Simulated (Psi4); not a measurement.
# BNH3Cl (SMILES NBCl) at MP2/def2-SV(P) (density fitting, density fitting for correlation, sweep point 1)

What is the vertical singlet–triplet gap of BNH3Cl at MP2/def2-SV(P) (density fitting, density fitting for correlation, sweep point 1)? 

The results are computed with Psi4 1.11.

## (1) The molecule

BNH3Cl has 6 atoms, charge 0, and is taken as a singlet. As SMILES, `NBCl`. The shape is that of a PBE0-D4/def2-TZVP optimisation.

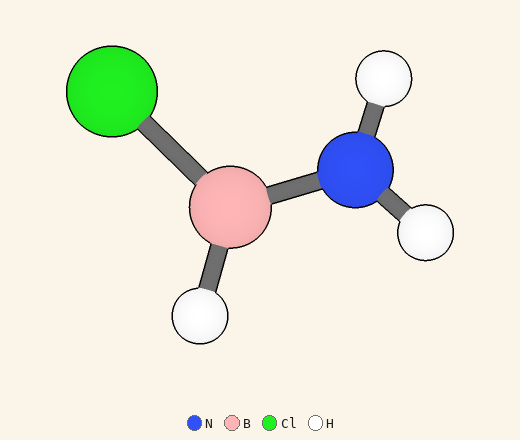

Viewed from a chosen angle; nitrogen blue, boron pink, chlorine green, hydrogen white.

## (2) A single-point energy at MP2/def2-SV(P) (density fitting, density fitting for correlation, sweep point 1)

File run.py:

```python
import psi4

psi4.set_memory(1600000000)
psi4.set_num_threads(1)
psi4.set_output_file('bclh3n.out', False)

m = psi4.geometry("""
N     -0.74757565    -0.01473986    -1.24343979
B      0.69844278    -0.30027748     0.91406053
Cl     1.00136587     2.24745128     3.05379742
H     -0.96716183    -1.41597179    -2.50691068
H     -1.66031337     1.59587371    -1.67845474
H      1.75517762    -2.23346731     1.37401987
units bohr
symmetry c1
""")

psi4.set_options({
    'basis': 'def2-SV(P)',
    'puream': True,
    'scf_type': 'df',
    'num_frozen_docc': 7,
})

e_tot, wfn = psi4.energy('mp2', return_wfn=True)
print(f'mp2 energy: {e_tot:.10f} Eh')
```

Launch:

```sh
$ python run.py
```

bclh3n.out:

```text
[...]
  Running in c1 symmetry.
[...]
  Nuclear repulsion =   85.398153575896458
[...]
  Multiplicity = 1
[...]
  Nalpha       = 16
  Nbeta        = 16
[...]
    Number of basis functions: 52
[...]
   @DF-RHF iter   1:  -540.17772886160822   -5.17506e-01   7.28832e-03 ADIIS/DIIS
[...]
   @DF-RHF iter  11:  -540.25153221715789   -1.59162e-12   6.19983e-09 DIIS
[...]
    Orbital Energies [Eh]
    ---------------------
    Doubly Occupied:
       1A   -104.769136     2A    -15.564330     3A    -10.533716
       4A     -8.008342     5A     -8.006089     6A     -8.005800
       7A     -7.649891     8A     -1.169473     9A     -1.079143
      10A     -0.723049    11A     -0.702828    12A     -0.588563
      13A     -0.510937    14A     -0.490982    15A     -0.433942
      16A     -0.426521
[...]
  @DF-RHF Final Energy:  -540.25153221715789
   => Energetics <=
    Nuclear Repulsion Energy =             85.3981535758964583
    One-Electron Energy =                -913.9738893628617689
    Two-Electron Energy =                 288.3242035698074801
    Total Energy =                       -540.2515322171577736
[...]
 Multipole Moments:
 ------------------------------------------------------------------------------------
     Multipole            Electronic (a.u.)      Nuclear  (a.u.)        Total (a.u.)
 ------------------------------------------------------------------------------------
 L = 1.  Multiply by 2.5417464519 to convert [e a0] to [Debye]
 Dipole X            :          1.0595908           -1.5168329           -0.4572421
 Dipole Y            :          2.2239298           -2.5325794           -0.3086496
 Dipole Z            :          3.1561318           -4.0964306           -0.9402988
 Magnitude           :                                                    1.0901820
[...]
```

On the terminal:

```text
mp2 energy: -540.6217410615 Eh
```

It took 1.6 s on 1 thread of Intel Xeon Platinum 8559C (Emerald Rapids), shared host; peak memory 0.19 GiB.

## (3) The triplet

File calc.py:

```python
import psi4

psi4.set_memory('1600 MB')
psi4.set_num_threads(1)
psi4.core.set_output_file('bclh3n.out', False)

geom = psi4.geometry("""
0 3
N     -0.74757565    -0.01473986    -1.24343979
B      0.69844278    -0.30027748     0.91406053
Cl     1.00136587     2.24745128     3.05379742
H     -0.96716183    -1.41597179    -2.50691068
H     -1.66031337     1.59587371    -1.67845474
H      1.75517762    -2.23346731     1.37401987
units bohr
symmetry c1
""")

psi4.set_options({
    'basis': 'def2-SV(P)',
    'reference': 'uhf',
    'puream': True,
    'scf_type': 'df',
    'num_frozen_docc': 7,
    'maxiter': 150,
})

e = psi4.energy('mp2', molecule=geom)
print('E =', round(e, 9))
for k, v in sorted(psi4.core.scalar_variables().items()):
    print(f'{k:45s} {v:18.10f}')
```

Launch:

```sh
$ python calc.py
```

bclh3n.out:

```text
[...]
  Running in c1 symmetry.
[...]
  Nuclear repulsion =   85.398153575896458
[...]
  Multiplicity = 3
[...]
  Nalpha       = 17
  Nbeta        = 15
[...]
    Number of basis functions: 52
[...]
   @DF-UHF iter   1:  -539.84706201569122   -1.86839e-01   9.00234e-03 DIIS/ADIIS
[...]
   @DF-UHF iter  21:  -539.97047675166641   -1.59162e-12   9.77252e-09 DIIS
[...]
   @S^2 Observed:                2.014095047E+00
[...]
    Orbital Energies [Eh]
    ---------------------
    Alpha Occupied:
       1A   -104.929045     2A    -15.498106     3A    -10.690436
       4A     -8.181961     5A     -8.158765     6A     -8.158449
       7A     -7.564001     8A     -1.237927     9A     -1.112648
      10A     -0.728020    11A     -0.673838    12A     -0.641710
      13A     -0.594580    14A     -0.585533    15A     -0.495949
      16A     -0.446456    17A     -0.138789
    Alpha Virtual:
      18A      0.196288    19A      0.235168    20A      0.258883
      21A      0.319413    22A      0.343607    23A      0.362879
      24A      0.462274    25A      0.472956    26A      0.713337
[...]
  @DF-UHF Final Energy:  -539.97047675166641
   => Energetics <=
    Nuclear Repulsion Energy =             85.3981535758964583
    One-Electron Energy =                -912.3153378970947642
    Two-Electron Energy =                 286.9467075695318954
    Total Energy =                       -539.9704767516664106
  UHF NO Occupations:
  HONO-2 :   15  A 1.9969378
  HONO-1 :   16  A 1.0000000
[...]
 Multipole Moments:
 ------------------------------------------------------------------------------------
     Multipole            Electronic (a.u.)      Nuclear  (a.u.)        Total (a.u.)
 ------------------------------------------------------------------------------------
 L = 1.  Multiply by 2.5417464519 to convert [e a0] to [Debye]
 Dipole X            :          1.3224332           -1.5168329           -0.1943997
 Dipole Y            :          3.5936997           -2.5325794            1.0611203
 Dipole Z            :          4.4679183           -4.0964306            0.3714877
 Magnitude           :                                                    1.1409517
[...]
```

On the terminal:

```text
E = -540.327564594
CURRENT CORRELATION ENERGY                         -0.3570878425
CURRENT ENERGY                                   -540.3275645941
CURRENT REFERENCE ENERGY                         -539.9704767517
CUSTOM SCS-MP2 CORRELATION ENERGY                  -0.3492773198
CUSTOM SCS-MP2 TOTAL ENERGY                      -540.3197540715
DD SOLVATION ENERGY                                 0.0000000000
HF KINETIC ENERGY                                 540.0418270138
HF POTENTIAL ENERGY                             -1080.0123037655
HF TOTAL ENERGY                                  -539.9704767517
HF VIRIAL RATIO                                     1.9998678801
MP2 CORRELATION ENERGY                             -0.3570878425
MP2 DOUBLES ENERGY                                 -0.3570878425
MP2 OPPOSITE-SPIN CORRELATION ENERGY               -0.2656708142
MP2 SAME-SPIN CORRELATION ENERGY                   -0.0914170283
MP2 SINGLES ENERGY                                 -0.0000000000
MP2 TOTAL ENERGY                                 -540.3275645941
NUCLEAR REPULSION ENERGY                           85.3981535759
ONE-ELECTRON ENERGY                              -912.3153378971
PCM POLARIZATION ENERGY                             0.0000000000
PE ENERGY                                           0.0000000000
SCF ITERATION ENERGY                             -539.9704767517
SCF ITERATIONS                                     21.0000000000
SCF TOTAL ENERGY                                 -539.9704767517
SCS-MP2 CORRELATION ENERGY                         -0.3492773198
SCS-MP2 TOTAL ENERGY                             -540.3197540715
TWO-ELECTRON ENERGY                               286.9467075695
```

Wall time 1.8 s (1 thread of Intel Xeon Platinum 8559C (Emerald Rapids), shared host); peak memory 0.19 GiB.

## (4) Results

At MP2/def2-SV(P) (density fitting, density fitting for correlation, sweep point 1), 7 core orbitals frozen:

```
                                                           quantity          value
                                              singlet: total energy  -540.62174 Eh
                       singlet: HOMO energy (Hartree–Fock orbitals)      -11.61 eV
                       singlet: LUMO energy (Hartree–Fock orbitals)        4.33 eV
                     singlet: HOMO–LUMO gap (Hartree–Fock orbitals)       15.93 eV
               singlet: correlation energy (7 core orbitals frozen)     -370.2 mEh
                                              triplet: total energy  -540.32756 Eh
triplet: HOMO energy (Hartree–Fock orbitals) (highest over α and β)       -3.78 eV
 triplet: LUMO energy (Hartree–Fock orbitals) (lowest over α and β)       -2.84 eV
               triplet: correlation energy (7 core orbitals frozen)     -357.1 mEh
                         triplet: ⟨S²⟩ of the reference determinant          2.014
                   vertical energy of the triplet above the singlet       8.005 eV
```

At this shape the triplet lies 8.00 eV (772 kJ/mol) above the singlet.
